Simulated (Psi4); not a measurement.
# Run report: BH, frequency calculation (part 4 of 4)

BH (borane(1)), SMILES [BH]; CAM-B3LYP/cc-pVDZ, RKS (Psi4 1.11). The geometry was optimised with CAM-B3LYP/cc-pVDZ.

Geometry of the input (Å):
```
B  0.0000  0.0000  -0.0016
H  0.0000  0.0000  1.2503
```

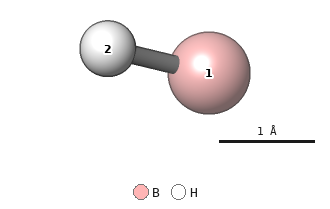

*The structure as given in the input (ball-and-stick view, seen at a tilt; atoms are numbered from 1 in the order of the input).*

## The program's output, continued
```
-------------------------------------------------------------

  ==> Harmonic Vibrational Analysis <==

  non-mass-weighted Hessian:       Symmetric? True   Hermitian? True   Lin Dep Dim?  3 (0)
  projection of translations (True) and rotations (True) removed 5 degrees of freedom (5)
  total projector:                 Symmetric? True   Hermitian? True   Lin Dep Dim?  5 (5)
  mass-weighted Hessian:           Symmetric? True   Hermitian? True   Lin Dep Dim?  3 (0)
  pre-proj  low-frequency mode:    0.0000i [cm^-1]
  pre-proj  low-frequency mode:    0.0000i [cm^-1]
  pre-proj  low-frequency mode:    0.0000i [cm^-1]
  pre-proj  low-frequency mode:    0.0000  [cm^-1]
  pre-proj  low-frequency mode:    0.0000  [cm^-1]
  pre-proj  all modes:['1.5215i' '1.5215i' '0.0000i' '0.0000' '0.0000' '2361.7693']
  projected mass-weighted Hessian: Symmetric? True   Hermitian? True   Lin Dep Dim?  5 (5)
  post-proj low-frequency mode:    0.0000i [cm^-1] (TR)
  post-proj low-frequency mode:    0.0000i [cm^-1] (TR)
  post-proj low-frequency mode:    0.0000  [cm^-1] (TR)
  post-proj low-frequency mode:    0.0000  [cm^-1] (TR)
  post-proj low-frequency mode:    0.0000  [cm^-1] (TR)
  post-proj  all modes:['0.0000i' '0.0000i' '0.0000' '0.0000' '0.0000' '2361.7693']

  Vibration                       6
  Freq [cm^-1]                2361.7693
  Irrep                           A
  Reduced mass [u]              1.0909
  Force const [mDyne/A]         3.5853
  Turning point v=0 [a0]        0.2162
  RMS dev v=0 [a0 u^1/2]        0.1597
  IR activ [km/mol]            383.2968
  Char temp [K]               3398.0601
  ----------------------------------------------------------------------------------
      1   B                0.00 -0.00 -0.09
      2   H                0.00  0.00  1.00

  ==> Thermochemistry Components <==

  Entropy, S
    Electronic S                             0.000 [cal/(mol K)]        0.000 [J/(mol K)]       0.00000000 [mEh/K] (multiplicity = 1)
    Translational S                         33.402 [cal/(mol K)]      139.755 [J/(mol K)]       0.05322971 [mEh/K] (mol. weight = 12.0171 [u], P = 101325.00 [Pa])
    Rotational S                             7.708 [cal/(mol K)]       32.248 [J/(mol K)]       0.01228271 [mEh/K] (symmetry no. = 1)
    Vibrational S                            0.000 [cal/(mol K)]        0.001 [J/(mol K)]       0.00000044 [mEh/K]
  Total S                                   41.110 [cal/(mol K)]      172.004 [J/(mol K)]       0.06551286 [mEh/K]
  Correction S                               0.000 [cal/(mol K)]        0.000 [J/(mol K)]       0.00000000 [mEh/K]

  Constant volume heat capacity, Cv
    Electronic Cv                            0.000 [cal/(mol K)]        0.000 [J/(mol K)]       0.00000000 [mEh/K]
    Translational Cv                         2.981 [cal/(mol K)]       12.472 [J/(mol K)]       0.00475022 [mEh/K]
    Rotational Cv                            1.987 [cal/(mol K)]        8.314 [J/(mol K)]       0.00316681 [mEh/K]
    Vibrational Cv                           0.003 [cal/(mol K)]        0.012 [J/(mol K)]       0.00000462 [mEh/K]
  Total Cv                                   4.971 [cal/(mol K)]       20.798 [J/(mol K)]       0.00792164 [mEh/K]
  Correction Cv                              0.000 [cal/(mol K)]        0.000 [J/(mol K)]       0.00000000 [mEh/K]

  Constant pressure heat capacity, Cp
    Electronic Cp                            0.000 [cal/(mol K)]        0.000 [J/(mol K)]       0.00000000 [mEh/K]
    Translational Cp                         4.968 [cal/(mol K)]       20.786 [J/(mol K)]       0.00791703 [mEh/K]
    Rotational Cp                            1.987 [cal/(mol K)]        8.314 [J/(mol K)]       0.00316681 [mEh/K]
    Vibrational Cp                           0.003 [cal/(mol K)]        0.012 [J/(mol K)]       0.00000462 [mEh/K]
  Total Cp                                   6.958 [cal/(mol K)]       29.113 [J/(mol K)]       0.01108846 [mEh/K]
  Correction Cp                              0.000 [cal/(mol K)]        0.000 [J/(mol K)]       0.00000000 [mEh/K]

  ==> Thermochemistry Energy Analysis <==

  Raw electronic energy, E_e
  Total E_e, Electronic energy at well bottom                                           -25.26466050 [Eh]

  Zero-point vibrational energy, ZPVE = Sum_i omega_i / 2,  E_0 = E_e + ZPVE
    Vibrational ZPVE                         3.376 [kcal/mol]       14.127 [kJ/mol]       0.00538051 [Eh]        1180.885 [cm^-1]
  Correction ZPVE to E_e                     3.376 [kcal/mol]       14.127 [kJ/mol]       0.00538051 [Eh]        1180.885 [cm^-1]
  Total E_0, Enthalpy at 0 [K]                                                          -25.25927999 [Eh]
  *** Absolute enthalpy, not an enthalpy of formation ***

  Thermal (internal) energy, E (includes ZPVE and finite-temperature corrections)
    Electronic contrib to E beyond E_e       0.000 [kcal/mol]        0.000 [kJ/mol]       0.00000000 [Eh]
    Translational contrib to E               0.889 [kcal/mol]        3.718 [kJ/mol]       0.00141628 [Eh]
    Rotational contrib to E                  0.592 [kcal/mol]        2.479 [kJ/mol]       0.00094418 [Eh]
    Vibrational contrib to E                 3.376 [kcal/mol]       14.127 [kJ/mol]       0.00538063 [Eh]
  Correction E                               4.858 [kcal/mol]       20.324 [kJ/mol]       0.00774109 [Eh]
  Total E, Thermal (internal) energy at  298.15 [K]                                     -25.25691941 [Eh]

  Enthalpy, H_trans = E_trans + k_B * T = E_trans + P * V
    Electronic contrib to H beyond E_e       0.000 [kcal/mol]        0.000 [kJ/mol]       0.00000000 [Eh]
    Translational contrib to H               1.481 [kcal/mol]        6.197 [kJ/mol]       0.00236046 [Eh]
    Rotational contrib to H                  0.592 [kcal/mol]        2.479 [kJ/mol]       0.00094418 [Eh]
    Vibrational contrib to H                 3.376 [kcal/mol]       14.127 [kJ/mol]       0.00538063 [Eh]
  Correction H                               5.450 [kcal/mol]       22.803 [kJ/mol]       0.00868527 [Eh]
  Total H, Enthalpy at  298.15 [K]                                                      -25.25597522 [Eh]
  *** Absolute enthalpy, not an enthalpy of formation ***

  Gibbs free energy, G = H - T * S
    Electronic contrib to G beyond E_e       0.000 [kcal/mol]        0.000 [kJ/mol]       0.00000000 [Eh]
    Translational contrib to G              -8.478 [kcal/mol]      -35.470 [kJ/mol]      -0.01350998 [Eh]
    Rotational contrib to G                 -1.706 [kcal/mol]       -7.136 [kJ/mol]      -0.00271790 [Eh]
    Vibrational contrib to G                 3.376 [kcal/mol]       14.126 [kJ/mol]       0.00538050 [Eh]
  Correction G                              -6.807 [kcal/mol]      -28.480 [kJ/mol]      -0.01084739 [Eh]
  Total G, Gibbs energy at  298.15 [K]                                                  -25.27550788 [Eh]
  *** Absolute Gibbs energy, not a free energy of formation ***

    Psi4 run time: 0:00:56.27

[set-up sections that repeat, and orbital energies of the middle runs, are left out above]
```

## Summary

```tsv
quantity	value
outcome	converged
total energy	−25.264660 hartree
basis functions	19
zero-point energy	0.005381 hartree
dipole moment	1.51 D
wavenumbers, lowest and highest	2362 cm⁻¹
wall time	58 s
peak memory	0.65 GiB
```
